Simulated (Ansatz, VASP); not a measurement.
**Cd (Cadmium) in two plane-wave programs**

Wanted: the spread between two codes on one cell, functional and k mesh. The cell comes out of the VASP series on this material, whose earlier steps may have relaxed, scaled or displaced it; both programs get it as it stands.

Program: Ansatz 0.2.0. Level of theory: plane waves, with VASP 6.6.1 beside it; single point at PBEsol and electric field gradients at PBEsol. Results are calculated unless marked as measured.

## Step 1: The starting structure

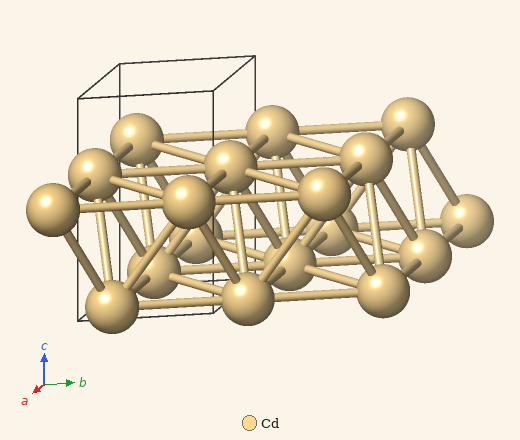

Start, viewed slightly off an axis; cadmium orange. 3×3×1 cells are drawn.

## Step 2: Ansatz: single point, PBEsol

Ansatz runs on its default PAW (the set named soft_2) files.

With cell and atoms fixed, the geometry can't cause a difference; cores, projectors, grids and the points listed under the comparison can.

input.yaml

```yaml
crystal:
  lattice:
    - [3.0481019652, 0.0, 0.0]
    - [-1.5240509827, 2.6397337353, 0.0]
    - [0.0, 0.0, 5.0662830111]
  atoms:
    - { symbol: Cd, position: [0.3333333333, 0.6666666667, 0.25] }
    - { symbol: Cd, position: [0.6666666667, 0.3333333333, 0.75] }
hamiltonian:
  xc: pbesol
  pseudopotentials: { kind: paw }
kpoints:
  mp_grid: { grid: [11, 11, 6] }
scf:
  occupations: { method: tetrahedron }
output:
  forces: true
  stress: true
  write_density: true
  write_potential: true
  elf: true
  volumetric_format: npy
```

Run with:

```
ansatz run input.yaml --threads 2 --pin off --max-ram 4608MiB --backend cpu --events-out ev --progress --plain --runs-dir out
```

Numbers of over 12 decimals in the logs are rounded to 6 here.

The program printed:

```text
Warning: output.forces, output.stress, relax.cell or npt_langevin: where a Kohn–Sham band that disperses or a degenerate level is filled in part under the method tetrahedron, the forces or the stress that this run publishes need not agree with its energy (scf.occupations.method in the input reference, under Limitations); prefer a smearing scheme for the forces or the stress
Engine: ansatz 0.2.0, aarch64-unknown-linux-gnu
Pseudopotentials: kind: paw
Pseudopotential: Cd, paw, valence charge 20, recommended cutoff 420 eV (normal), Cd.paw.azcp
Functional definition: PBEsol
  exchange = pbesol_x
  correlation = pbesol_c
Crystal: 2 atoms, lattice volume = 40.764 Å³
Basis set: ecut = 420 eV, 785 PW (Γ), exchange–correlation on 48×48×72 points (8 copies of the dense FFT grid, shifted against one another)
Bands: 24, of which v1, the nominal top of the filled ones, is band 20 counted from 1 (19 counted from 0)
Symmetry: 24 space group operations
Space group: P63/mmc (ITA 194), of the structure as read, at distance tolerance 3.4e-5 Å
k-points: 64 of 726
Non-local potential: Cd, projectors of the file, l = 0: 3, l = 1: 2, l = 2: 2, l = 3: 1
PAW form: soft (Blöchl's): semilocal exchange-correlation on the pseudo side does not see the compensation charge
PAW frozen core: Cd, regenerated for the run's functional, and the local potential with it (the file was generated under x = pbe(κ = 0.804, μ = 0.219515), c = pbe(β = 0.066725))
PAW one-centre angular grid: Cd, 590 points (default); XC on 64 Gauss nodes
Initial density: superposition of atomic densities (neutral atoms: chi_scale 0, normalization atom), corrected by the library's trained network
Initial wavefunctions: pseudopotential atomic-orbital guess
Functional: x = pbesol(κ = 0.804, μ = 0.123457), c = pbesol(β = 0.046)
SCF iter   1: F=—  HF=-16368.105647 eV  |F-HF|=—  |Δ(HF+E_count)|=         —  Δρ=6.44e-3  dr2=1.47e-2  ethr=1.77e-3  ⟨swp⟩=5.2  Hψ=6067  notcnv=0
preconditioner: auto → Kerker (q_TF=auto, 2.720 Å⁻¹)  [metal: no gap  n_scr=22 (ndim 8)  ℏωp=28.5 eV  f_vac=0.000]
SCF iter   2: F=—  HF=-16368.102100 eV  |F-HF|=—  |Δ(HF+E_count)|=   3.55e-3  Δρ=2.05e-3  dr2=1.85e-3  ethr=3.68e-5  ⟨swp⟩=2.7  Hψ=3236  notcnv=0
SCF iter   3: F=—  HF=-16368.101695 eV  |F-HF|=—  |Δ(HF+E_count)|=   4.04e-4  Δρ=7.45e-4  dr2=1.86e-4  ethr=4.62e-6  ⟨swp⟩=2.0  Hψ=2559  notcnv=0
SCF iter   4: F=—  HF=-16368.101733 eV  |F-HF|=—  |Δ(HF+E_count)|=   3.76e-5  Δρ=1.37e-4  dr2=5.83e-6  ethr=4.66e-7  ⟨swp⟩=2.0  Hψ=2536  notcnv=0
SCF iter   5: F=—  HF=-16368.101741 eV  |F-HF|=—  |Δ(HF+E_count)|=   8.36e-6  Δρ=2.42e-5  dr2=2.29e-7  ethr=1.46e-8  ⟨swp⟩=2.7  Hψ=2480  notcnv=0
SCF iter   6: F=-16368.101745 eV  HF=-16368.101745 eV  |F-HF|=1.40e-9  |Δ(HF+E_count)|=   3.50e-6  Δρ=4.17e-6  dr2=5.47e-9  ethr=2.50e-10  ⟨swp⟩=6.5  Hψ=7880  notcnv=0
SCF 1 converged in 6 iterations: F = -16368.101745 eV  dr2 = 5.47e-9
  greatest PAW one-centre occupation: 1.000 electrons in one spin orbital (limit 2), on the Cd atom at site 1 (counted from 0), in its partial waves of l = 0
SCF converged after 6 iterations
Stability not checked: this state was not tested for a lower state beside it, because cold or Methfessel-Paxton smearing, or corrected tetrahedra, fill the levels in a way that the test cannot read (fill_not_monotonic; see scf.lower_state_search)
Free energy (F): -16368.101745 eV
Harris-Foulkes:  -16368.101745 eV  (|F-HF|=1.40e-9)
Internal energy: -16368.101713 eV  (E = F + TS)
E sigma→0 (E₀):  -16368.101745 eV
Entropy (-TS):   -0.000032 eV (-0.016 meV/atom)
Fermi energy:    15.722661 eV
--- Per-component energies (eV) ---
  E_band       = -752.426436
  E_kinetic    = 1010.099431
  E_local      = -5650.426824  (includes V_loc(G=0)·N_el)
  E_nonlocal   = 70.348342
  E_hartree    = 2668.132792
  E_xc         = -352.264266
  E_vxc        = -443.895674  (∫ρ·V_xc dr)
  E_paw        = -8024.890906  (= ΣΔE_a)
  E_vpaw       = -1074.816775  (= ΣTr[D̂ρ^β])
  E_aug_tail   = 0.000024  (compensation charges beyond the density's cutoff)
  E_ewald      = -6089.784225
  E_core_change = 0.683919  (= ΣΔE_core)
  E_smearing   = -0.000032  (= −TS)
  E_closure    = 0.000000  (closes the sum)
  Σ components = -16368.101745   (vs F -16368.101745, Δ=0.00e0)
--- Forces (eV/Å), atoms counted from 1 ---
  atom   1  Cd     0.00000000     0.00000000     0.00000000
  atom   2  Cd    -0.00000000    -0.00000000    -0.00000000
  max |Σ_I F_I| component: 1.85e-17 eV/Å
--- Stress (GPa, compression-positive) ---
        0.043043       0.000000      -0.000000
        0.000000       0.043043       0.000000
       -0.000000       0.000000       1.428394
  P = ⅓ Tr σ = 0.5048 GPa (5.048 kbar)
--- Band table (eV; the first three rows and the last of 64) ---
  k-point 0: bands = [... 16 lower, 6.6823, 7.1928, 7.1928, 12.8514, 14.1390, 28.5487, 28.7974, 28.7974]
  k-point 1: bands = [... 16 lower, 6.7478, 7.1766, 7.1766, 11.2615, 16.0521, 27.8223, 28.6154, 28.9361]
  k-point 2: bands = [... 16 lower, 7.0808, 7.1213, 7.1213, 9.5099, 18.7657, 24.8703, 28.6052, 29.2955]
  k-point 63: bands = [... 16 lower, 7.2270, 7.2270, 15.5734, 15.5734, 16.4373, 16.4373, 18.3079, 18.3079]
```

Run time: 3.3 s. Hardware: 2 threads of Arm Neoverse N1, shared host; peak memory 0.33 GiB.

The run ends at a pressure of 0.50 GPa.

## Step 3: VASP: single point, PBEsol

The same cell, functional, mesh and smearing now go to VASP, with its own data sets and cutoff.

Lines of VASP's logs that name or quote its potential files are left out, and so is its time.

INCAR

```
SYSTEM = Cd
PREC = Accurate
ENCUT = 400
EDIFF = 1E-06
NELM = 100
ISMEAR = -5
SIGMA = 0.2
LREAL = .FALSE.
ALGO = Normal
GGA = PS
NBANDS = 24
LORBIT = 11
LWAVE = .FALSE.
LCHARG = .FALSE.
KPAR = 2
NEDOS = 2001
```

POSCAR

```
Cd
1.0
    3.0481019652      0.0000000000      0.0000000000
   -1.5240509827      2.6397337353      0.0000000000
    0.0000000000      0.0000000000      5.0662830111
Cd
2
Direct
    0.3333333333      0.6666666667      0.2500000000
    0.6666666667      0.3333333333      0.7500000000
```

KPOINTS

```
Automatic mesh
0
Gamma
11 11 6
0 0 0
```

The projector-augmented-wave data sets are Cd (PBE family, release 64).

Run with:

```
mpirun -np 2 vasp_std
```

The program printed:

```text
[banner, memory and clock lines left out]
running    2 mpi-ranks, on    1 nodes
 distrk:  each k-point on    1 cores,    2 groups
 distr:  one band on    1 cores,    1 groups

 POSCAR found type information on POSCAR Cd
 POSCAR found :  1 types and       2 ions
|                                                                             |
|               ----> ADVICE to this user running VASP <----                  |
|                                                                             |
|     You enforced a specific xc type in the INCAR file but a different       |
|     [... a line on the potential file left out ...]
|     I HOPE YOU KNOW WHAT YOU ARE DOING!                                     |
|                                                                             |

 LDA part: xc-table for (Slater+PW92), standard interpolation
 POSCAR, INCAR and KPOINTS ok, starting setup
 FFT: planning ... GRIDC
 FFT: planning ... GRID_SOFT
 FFT: planning ... GRID
 WAVECAR not read
 entering main loop
       N       E                     dE             d eps       ncg     rms          rms(c)
DAV:   1     0.164307760663E+03    0.16431E+03   -0.10769E+04  3104   0.827E+02
DAV:   2     0.160923340749E+01   -0.16270E+03   -0.15551E+03  3624   0.261E+02
DAV:   3    -0.256448225867E+01   -0.41737E+01   -0.41690E+01  3600   0.468E+01
DAV:   4    -0.257131728492E+01   -0.68350E-02   -0.68415E-02  3504   0.190E+00
DAV:   5    -0.257133795085E+01   -0.20666E-04   -0.20694E-04  3696   0.997E-02    0.504E+00
DAV:   6    -0.239475320367E+01    0.17658E+00   -0.29402E-01  3664   0.627E+00    0.400E+00
DAV:   7    -0.238128725886E+01    0.13466E-01   -0.23995E-02  3616   0.137E+00    0.206E+00
DAV:   8    -0.237916355694E+01    0.21237E-02   -0.34976E-03  3224   0.593E-01    0.952E-02
DAV:   9    -0.237918176352E+01   -0.18207E-04   -0.86916E-06  3760   0.228E-02    0.434E-02
DAV:  10    -0.237919704821E+01   -0.15285E-04   -0.11466E-05  3256   0.298E-02    0.404E-03
DAV:  11    -0.237919656585E+01    0.48237E-06   -0.13318E-07  1800   0.338E-03
   1 F= -.23791966E+01 E0= -.23791966E+01  d E =0.000000E+00
|                                                                             |
|           W    W    AA    RRRRR   N    N  II  N    N   GGGG   !!!           |
|           W    W   A  A   R    R  NN   N  II  NN   N  G    G  !!!           |
|           W    W  A    A  R    R  N N  N  II  N N  N  G       !!!           |
|           W WW W  AAAAAA  RRRRR   N  N N  II  N  N N  G  GGG   !            |
|           WW  WW  A    A  R   R   N   NN  II  N   NN  G    G                |
|           W    W  A    A  R    R  N    N  II  N    N   GGGG   !!!           |
|                                                                             |
|     Tetrahedron method does not include variations of the Fermi             |
|     occupations, so forces and stress will be inaccurate. We suggest        |
|     using a different smearing scheme ISMEAR = 1 or 2 for metals in         |
|     relaxations.                                                            |
|                                                                             |
```

Parts of OUTCAR (step 3):

```text
ion  position               nearest neighbor table
   1  0.333  0.667  0.250-   2 3.08   2 3.08   2 3.08   2 3.08   2 3.08   2 3.08
   2  0.667  0.333  0.750-   1 3.08   1 3.08   1 3.08   1 3.08   1 3.08   1 3.08

  LATTYP: Found a hexagonal cell.
 ALAT       =     3.0481019652
 C/A-ratio  =     1.6621107394

 Subroutine GETGRP returns: Found 24 space group operations
 (whereof 12 operations were pure point group operations)

The static configuration has the point symmetry D_3d.
 The point group associated with its full space group is D_6h.

 Found     64 irreducible k-points:

   k-points           NKPTS =     64   k-points in BZ     NKDIM =     64   number of bands    NBANDS=     24

   dimension x,y,z NGX =    20 NGY =   20 NGZ =   36
   dimension x,y,z NGXF=    40 NGYF=   40 NGZF=   72

   ENCUT  =  400.0 eV  29.40 Ry    5.42 a.u.   4.97  4.97  8.26*2*pi/ulx,y,z

   NELECT =      24.0000    total number of electrons

 k-points in reciprocal lattice and weights: Automatic mesh
   0.00000000  0.00000000  0.00000000       0.001
   0.09090909  0.00000000  0.00000000       0.008
   0.18181818  0.00000000  0.00000000       0.008
   0.27272727 -0.00000000  0.00000000       0.008
   0.36363636  0.00000000  0.00000000       0.008
   0.45454545  0.00000000  0.00000000       0.008
   0.09090909  0.09090909  0.00000000       0.008
   0.18181818  0.09090909  0.00000000       0.017
   0.27272727  0.09090909  0.00000000       0.017
[...]
0.27272727  0.27272727  0.50000000       0.008
   0.36363636  0.27272727  0.50000000       0.008

 average (electrostatic) potential at core
       1 -39.0061       2 -39.0061

 E-fermi :   3.3077

 k-point     1 :       0.0000    0.0000    0.0000
  band No.  band energies     occupation
    ...
      9      -5.7399      2.00000
     10      -5.2306      2.00000
     11      -5.2306      2.00000
     12       0.4299      2.00000
     13       1.7132      2.25168
     14      16.5492      0.00000
     15      16.5492      0.00000
     16      16.7583      0.00000
     17      17.6783      0.00000
     18      18.3832      0.00000
    ...

 k-point     2 :       0.0909    0.0000    0.0000
  band No.  band energies     occupation
    ...
      9      -5.7731      2.00000
     10      -5.3356      2.00000
     11      -5.2191      2.00000
     12       0.7576      2.00000
     13       1.8217      2.17785
     14      13.9721      0.00000
     15      15.2555      0.00000
     16      16.3200      0.00000
     17      17.9375      0.00000
     18      18.9536      0.00000
    ...

 k-point     3 :       0.1818    0.0000    0.0000
  band No.  band energies     occupation
    ...
      9      -5.5404      2.00000
     10      -5.2551      2.00000
     11      -5.1957      2.00000
     12       1.6505      2.00000
     13       2.1766      1.84830
     14      10.6111      0.00000
     15      13.5346      0.00000
     16      15.7671      0.00000
     17      16.5880      0.00000
     18      16.7238      0.00000
    ...

  Total       -0.1228972     -0.1228972      0.2209475      0.0000000      0.0000000      0.0000000
  in kB       -4.8302941     -4.8302941      8.6840176      0.0000000      0.0000000      0.0000000
  external PRESSURE =      -0.3255235 kB  Pullay stress =       0.0000000 kB

  energy-cutoff  :      400.00
  volume of cell :       40.76
      direct lattice vectors                 reciprocal lattice vectors
     3.048101965  0.000000000  0.000000000     0.328073014  0.189413043  0.000000000
    -1.524050983  2.639733735  0.000000000     0.000000000  0.378826086  0.000000000
     0.000000000  0.000000000  5.066283011     0.000000000  0.000000000  0.197383367

 POSITION                                       TOTAL-FORCE (eV/Angst)
 -----------------------------------------------------------------------------------
     -0.00000      1.75982      1.26657        -0.000000     -0.000000      0.000000
      1.52405      0.87991      3.79971         0.000000      0.000000      0.000000
 -----------------------------------------------------------------------------------
    total drift:                               -0.000000      0.000000     -0.000000

  FREE ENERGIE OF THE ION-ELECTRON SYSTEM (eV)
  ---------------------------------------------------
  free  energy   TOTEN  =        -2.3791965658 eV

  energy  without entropy=       -2.3791965658  energy(sigma->0) =       -2.37919657

 total charge
# of ion       s       p       d       tot
------------------------------------------
    1        0.516   0.334   9.477  10.327
    2        0.516   0.334   9.477  10.327
--------------------------------------------------
tot          1.032   0.668  18.953  20.654

[... 3 further parts left out ...]
```

With tetrahedra the forces and stress of a metal are not exact derivatives of the energy.

## Step 4: Comparison

Known differences besides the PAW data sets themselves: the data sets hold 40 valence electrons in Ansatz (default PAW (the set named soft_2) files) and 24 in VASP; the cutoff is 420 eV in Ansatz and 400 eV in VASP; Ansatz makes its cores anew for this functional, VASP keeps those of its PBE data sets; VASP leaves aspherical gradient terms in its spheres out (LASPH is not set), Ansatz keeps them. Total energies have different zeros and are not compared.

The two programs side by side:

```
      quantity  Ansatz   VASP  difference
pressure (GPa)    0.50  -0.03       +0.54
```

[end of part 1 of 2]

[Lines on the potential files, build, host, timing and source positions are cut from VASP's logs without a mark.]

[Logs are printed without paths, hosts, clocks, repeated set-up lines and the standing remarks that a program may print on its own settings, such as how far it seeks lower states.]

[Hosts, paths, dates, database ids (printed as entryN), source tags and the programs' standing remarks are cut or masked in the printed files.]
